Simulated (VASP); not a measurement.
Band structure of CsSnI3 (cubic perovskite). Level of theory: vdW-DF-cx, VASP's PBE PAW potentials (set 64) (plane waves; VASP).

Unless said otherwise, spin-orbit coupling is left out, though it shifts the bands of the heavy elements here.

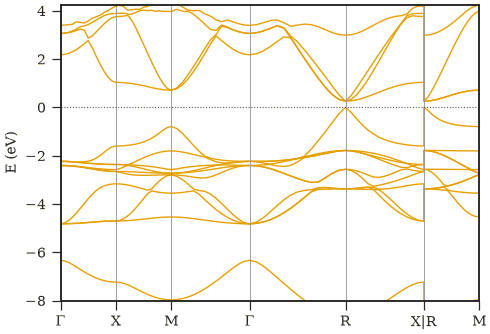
Figure: Bands along high-symmetry lines, zero at the valence-band maximum or, without a gap, the Fermi level

Read the plot: is there a gap, and where are the band edges?

The gap is direct, 0.26 eV, from the valence maximum at R to the conduction minimum at R. (Edges off the drawn lines would not show.)

The compound is CsSnI3 in the cubic perovskite structure, the ideal cubic form; the compound distorts at low or room temperature. It was relaxed first.
